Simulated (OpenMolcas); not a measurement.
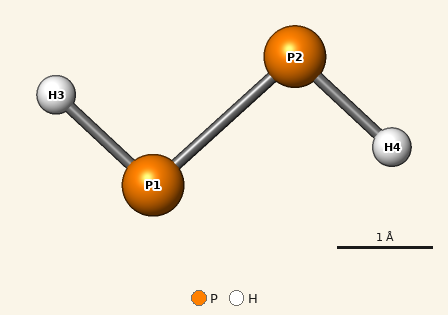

Figure 1. The structure as given in the input (ball-and-stick view, seen on its broad side; atoms are numbered from 1 in the order of the input). Bond lengths as drawn: H–P 1.40 Å and P–P 2.02 Å.

P2H2: single-point calculation

System: P2H2 (phosphanylidenephosphane), SMILES P=P.
Method: PBE/STO-3G, RKS (OpenMolcas 26.06).

The geometry comes from this level: GFN2-xTB.

**The input**
```
* H2P2 Kohn-Sham DFT
&GATEWAY
BasLib=$CurrDir
Coord
4
angstrom
P       -0.024370      -1.003630       0.088350
P        0.024420       1.003540      -0.088260
H        1.037260      -1.067570       1.003320
H       -1.037310       1.067660      -1.003410
Basis=STO-3G
Group=NoSym
&SEWARD
GridInput
Grid=UltraFine
End of Grid
&SCF
KSDFT=PBE
Thresholds=1e-10 1e-07 1e-07 1e-05
PrOrbitals=1 1
```

Run on 1 thread of AMD EPYC (Zen 5), 64 GiB of memory available, shared host.

Command:
```bash
export MOLCAS_MEM=1860
pymolcas calc.input > calc.log
```

**What the program printed**
```
--- Start Module: gateway ---

                                              &GATEWAY

                       available to each process: 1.9 GB of memory, 1 thread

 Basis Set     1 Label: P.STO-3G
 Basis set is read from library:.
 basistype.tbl is not found

 Basis Set     2 Label: H.STO-3G
 Basis set is read from library:.
 basistype.tbl is not found

++    Symmetry information:
      ---------------------

                    Character Table for C1

                             E
                    a        1  x, y, xy, Rz, z, xz, Ry, yz, Rx, I
--

++    Basis set information:
      ----------------------

      Basis set label: P.STO-3G.........

      Electronic valence basis set:
      ------------------
      Associated Effective Charge  15.000000 au
      Associated Actual Charge     15.000000 au
      Nuclear Model: Point charge

      Shell  nPrim  nBasis  Cartesian Spherical Contaminant
         s       9       3        X
         p       6       2        X

      Basis set label: H.STO-3G.........

      Electronic valence basis set:
      ------------------
      Associated Effective Charge   1.000000 au
      Associated Actual Charge      1.000000 au
      Nuclear Model: Point charge

      Shell  nPrim  nBasis  Cartesian Spherical Contaminant
         s       3       1        X
--

++    Molecular structure info:
      -------------------------

                    ************************************************
                    **** Cartesian Coordinates / bohr, angstrom ****
                    ************************************************

     Center  Label                x              y              z                     x              y              z
        1      P1              -0.046053      -1.896586       0.166957             -0.024370      -1.003630       0.088350
        2      P2               0.046147       1.896416      -0.166787              0.024420       1.003540      -0.088260
        3      H3               1.960137      -2.017415       1.896000              1.037260      -1.067570       1.003320
        4      H4              -1.960232       2.017585      -1.896170             -1.037310       1.067660      -1.003410

                    ***************************************
                    *    InterNuclear Distances / bohr    *
                    ***************************************

               1 P1            2 P2            3 H3            4 H4
    1 P1       0.000000
    2 P2       3.808772        0.000000
    3 H3       2.651224        4.820427        0.000000
    4 H4       4.820924        2.651604        6.784620        0.000000

                    *******************************************
                    *    InterNuclear Distances / angstrom    *
                    *******************************************

               1 P1            2 P2            3 H3            4 H4
    1 P1       0.000000
    2 P2       2.015516        0.000000
    3 H3       1.402967        2.550860        0.000000
    4 H4       2.551123        1.403168        3.590266        0.000000
--

            Nuclear Potential Energy             76.75945648 au

--- Stop Module: gateway /rc=_RC_ALL_IS_WELL_ ---

--- Start Module: seward ---

                                              &SEWARD

                       available to each process: 1.9 GB of memory, 1 thread

               SEWARD will generate:
                  Multipole Moment integrals up to order  2
                  Kinetic Energy integrals
                  Nuclear Attraction integrals (point charge)
                  One-Electron Hamiltonian integrals
                  Velocity integrals
                  Orbital angular momentum around (  0.0000  -0.0001   0.0001 )
                  Velocity quadrupole around (  0.0000  -0.0001   0.0001 )
                  Two-Electron Repulsion integrals

                   Integrals are discarded if absolute value <: 1.00E-14
                   Integral cutoff threshold is set to       <: 1.00E-16

            Nuclear Potential Energy             76.75945648 au

      Basis set specifications :
      Symmetry species         a
      Basis functions           20

--- Stop Module: seward /rc=_RC_ALL_IS_WELL_ ---

--- Start Module: scf ---

                                                &SCF

                       available to each process: 1.9 GB of memory, 1 thread

 ###############################################################################
 ###     Minimized-density-differences option turned off!                    ###
 ###############################################################################
++    Input section:
      --------------

      Header of the integral files:

      Cartesian coordinates in angstrom:
      -----------------------------------------------------
      No.  Label        X            Y            Z
      -----------------------------------------------------
       1   P1        -0.02437000  -1.00363000   0.08835000
       2   P2         0.02442000   1.00354000  -0.08826000
       3   H3         1.03726000  -1.06757000   1.00332000
       4   H4        -1.03731000   1.06766000  -1.00341000
      -----------------------------------------------------
      Nuclear repulsion energy =   76.75945648
--

++    Orbital specifications:
      -----------------------

      Symmetry species               1
                                     a
      Frozen orbitals                0
      Occupied orbitals             16
      Secondary orbitals             4
      Deleted orbitals               0
      Total number of orbitals      20
      Number of basis functions     20
--

      Molecular charge                           0.000

      Numerical integration parameters
      --------------------------------
      Radial quadrature type:                         MHL
      Size of radial grid:                            99
      Lebedev angular grid:                           41
      Angular grid pruned with the crowding factor:  1.00E+10
                                 and fading factor:  1.00E+01
      Screening threshold for integral computation:   1.00E-11
      Radial quadrature accuracy:                     1.00E-25
      Maximum batch size:                             128
      AO values are stored on disk
      The same grid will be used for all iterations.

      DFT functional specifications
      -----------------------------
      Using Libxc version: 6.2.2
      Please cite the following reference:
      S. Lehtola, C. Steigemann, M. J.T. Oliveira, and M. A.L. Marques.,  SoftwareX 7, 1–5 (2018) doi:10.1016/j.softx.2017.11.002

      * Perdew, Burke & Ernzerhof
        - J. P. Perdew, K. Burke, and M. Ernzerhof.,  Phys. Rev. Lett. 77, 3865 (1996) doi:10.1103/PhysRevLett.77.3865
        - J. P. Perdew, K. Burke, and M. Ernzerhof.,  Phys. Rev. Lett. 78, 1396 (1997) doi:10.1103/PhysRevLett.78.1396
      * Perdew, Burke & Ernzerhof
        - J. P. Perdew, K. Burke, and M. Ernzerhof.,  Phys. Rev. Lett. 77, 3865 (1996) doi:10.1103/PhysRevLett.77.3865
        - J. P. Perdew, K. Burke, and M. Ernzerhof.,  Phys. Rev. Lett. 78, 1396 (1997) doi:10.1103/PhysRevLett.78.1396

++    Optimization specifications:
      ----------------------------

      SCF Algorithm: Conventional
      D(i)-D(i-1) density differences are used
      Number of density matrices in core                 5
      Maximum number of NDDO SCF iterations            400
      Maximum number of HF SCF iterations              400
      Threshold for SCF energy change             1.00E-10
      Threshold for density matrix                1.00E-07
      Threshold for Fock matrix                   1.00E-07
      Threshold for linear dependence             1.00E-09
      Threshold at which DIIS is turned on        1.50E-01
      Maximum depth in the DIIS procedure                5
      Maximum depth in the BFGS Hessian update          30
      Threshold at which QNR/C2DIIS is turned on  7.50E-02
      Threshold for Norm(delta) (QNR/C2DIIS)      1.00E-05
      All orbitals punched on: SCFORB
--

      Input vectors read from INPORB
      Orbital file label: *Guess orbitals

++ Convergence information
                                   PBE        iterations: Energy and convergence statistics

Iter     Tot. PBE        One-elec.       Two-elec.     Energy      Max Dij or  Max Fij      DNorm      TNorm      AccCon     Time
         Energy          Energy          Energy        Change      Delta Norm                                                in Sec.
   1  -675.704853605 -1140.948973500   388.484663418   0.00E+00    2.04E-01*   1.96E-01*    9.18E+00   1.14E+02   None         0.
   2  -675.784105690 -1140.757416737   388.213854570  -7.93E-02*   4.41E-02*   1.51E-02*    1.25E+00   1.14E+02   EDIIS        0.
   3  -675.784900387 -1140.441589593   387.897232728  -7.95E-04*   1.20E-02*   4.81E-03*    2.26E-01   1.13E+02   c2DIIS       0.
   4  -675.785141539 -1140.644536782   388.099938766  -2.41E-04*   8.00E-03*   2.19E-03*    6.12E-02   1.14E+02   QNRc2DIIS    0.
   5  -675.785152101 -1140.547417106   388.002808528  -1.06E-05*   4.32E-03*   1.75E-03*    4.40E-02   1.14E+02   QNRc2DIIS    0.
   6  -675.785169922 -1140.587468992   388.042842593  -1.78E-05*   1.89E-03*   1.31E-03*    2.15E-02   1.14E+02   QNRc2DIIS    0.
   7  -675.785175989 -1140.590913114   388.046280648  -6.07E-06*   1.36E-05*   8.78E-06*    8.18E-03   1.14E+02   QNRc2DIIS    0.
   8  -675.785175990 -1140.590811074   388.046178607  -3.17E-10*   7.93E-07    2.18E-07*    8.50E-05   1.14E+02   QNRc2DIIS    0.
   9  -675.785175990 -1140.590813079   388.046180612  -4.55E-13    3.17E-07    1.28E-07*    5.24E-06   1.14E+02   QNRc2DIIS    0.
  10  -675.785175990 -1140.590812719   388.046180252   3.41E-13*   1.21E-07    2.65E-08     1.83E-06   1.14E+02   QNRc2DIIS    0.
  11  -675.785175990 -1140.590812942   388.046180475   0.00E+00    8.20E-08    6.20E-08     5.24E-07   1.14E+02   QNRc2DIIS    0.

       Convergence after  11 Iterations
--

 *****************************************************************************************************************************
 *                                             SCF/KS-DFT Program, Final results                                             *
 *                                                       Final Results                                                       *
 *****************************************************************************************************************************

::    Total KS-DFT energy                            -675.7851759897
      One-electron energy                           -1140.5908129416
      Two-electron energy                             388.0461804746
      Nuclear repulsion energy                         76.7594564773
      Kinetic energy (interpolated)                   666.5251346136
      Virial theorem                                    1.0138930115
      Total spin, S(S+1)                                0.0000000000
      Total spin, S                                     0.0000000000
      Max non-diagonal density matrix element           0.0000001542
      Max non-diagonal Fock matrix element              0.0000000514

      All orbitals with orbital energies smaller than  E(LUMO)+0.5 are printed

++    Molecular orbitals:
      -------------------

      Title: RKS-DFT orbitals

      Molecular orbitals for symmetry species 1: a

          Orbital            1         2         3         4         5         6         7         8         9        10
          Energy          -75.2811  -75.2810   -5.9819   -5.9793   -4.1683   -4.1682   -4.1637   -4.1618   -4.1608   -4.1606
          Occ. No.          2.0000    2.0000    2.0000    2.0000    2.0000    2.0000    2.0000    2.0000    2.0000    2.0000

          Orbital           11        12        13        14        15        16        17        18        19        20
          Energy           -0.5571   -0.4123   -0.2285   -0.2039   -0.1193   -0.0937    0.0181    0.2350    0.3006    0.3060
          Occ. No.          2.0000    2.0000    2.0000    2.0000    2.0000    2.0000    0.0000    0.0000    0.0000    0.0000

--

++    Molecular charges:
      ------------------

      Mulliken charges per centre and basis function type
      ---------------------------------------------------

                P1      P2      H3      H4
      1s       5.8649  5.8649  1.0899  1.0899
      2px      3.0043  3.0043  0.0000  0.0000
      2pz      2.9837  2.9837  0.0000  0.0000
      2py      3.0572  3.0572  0.0000  0.0000
      Total   14.9101 14.9101  1.0899  1.0899

      N-E      0.0899  0.0899 -0.0899 -0.0899

      Total electronic charge=   32.000000

      Total            charge=   -0.000000
--

++    Molecular properties:
      ---------------------

      Charge (e):
                      =   -0.0000
      Dipole Moment (debye):
      Origin of the operator (angstrom)=    0.0000   -0.0000    0.0000
                   X=  1.2784E-04               Y= -2.3297E-05               Z=  1.2588E-04           Total=  1.8092E-04
      Quadrupole Moment (debye*angstrom):
      Origin of the operator (angstrom)=    0.0000   -0.0000    0.0000
                  XX= -2.3111E+01              XY= -1.0979E+00              XZ= -7.1063E-01              YY= -2.5517E+01
                  YZ= -5.7181E-01              ZZ= -2.2686E+01
      In traceless form (debye*angstrom)
                  XX=  9.9065E-01              XY= -1.6469E+00              XZ= -1.0659E+00              YY= -2.6185E+00
                  YZ= -8.5771E-01              ZZ=  1.6279E+00
--

--- Stop Module: scf /rc=_RC_ALL_IS_WELL_ ---
--- Module scf spent 1 second ---

.##################.
.# Happy landing! #.
.##################.

    Timing: Wall=2.38 User=1.95 System=0.38
```

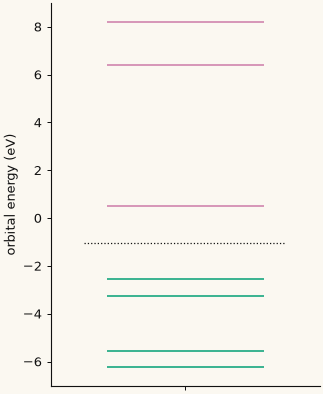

Figure 2. Orbital energies near the frontier; the dotted line parts filled from empty levels, and levels within 0.02 eV of each other stand side by side. Highest filled −2.55 eV, lowest empty 0.49 eV, 3.04 eV apart.

**Key numbers**

```csv
quantity,value
outcome,converged
total energy,−675.785176 hartree
basis functions,20
HOMO,−2.55 eV
LUMO,0.49 eV
dipole moment,0.00 debye
wall time,2.6 s
peak memory,0.37 GiB
```
